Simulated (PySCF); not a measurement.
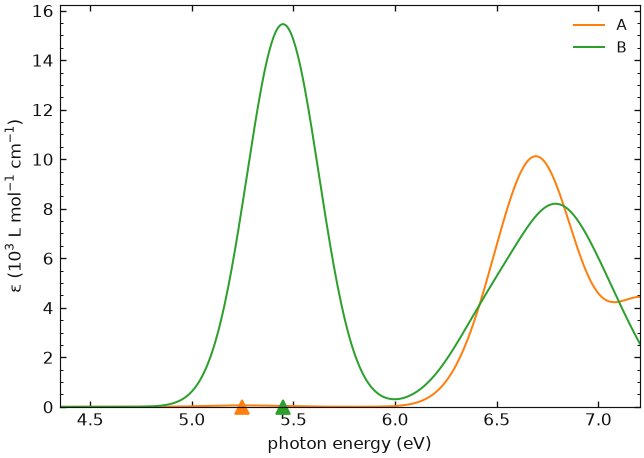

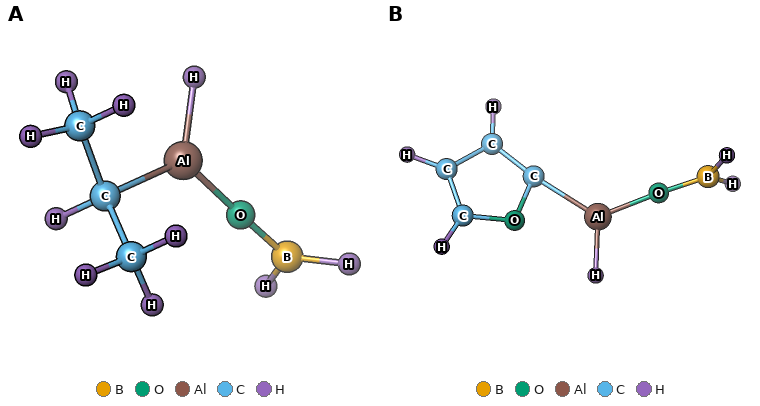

Related molecules: A is C₃H₁₀AlBO, SMILES B[O][AlH][CH](C)C, singlet; B is C₄H₆AlBO₂, SMILES B[O][AlH][c]1ccco1, singlet. Vertical TDDFT absorption, CAM-B3LYP/def2-SVPD in PySCF, at a GFN2-xTB geometry (no frequency check); Gaussians of 1/e half-width 0.25 eV, triangles mark S1, and the range ends where the computed states of one molecule run out.

How does the lowest singlet move?

A: 5.25 eV (f = 0.001, mainly HOMO → LUMO (96 %)); B: 5.45 eV (f = 0.238, mainly HOMO → LUMO (96 %)). From A to B it shifts 0.20 eV to the blue, but one of these states is bright and the other nearly dark, so it isn't one band that moves.

And the brightest state of each within the range drawn?

A: S4 at 6.73 eV, f = 0.12; B: S1 at 5.45 eV, f = 0.24.

Caveats, for all or some of the runs: core orbitals are frozen in the response; one conformer of a flexible molecule; the tight-binding geometry is rougher than a DFT one and adds to the error.
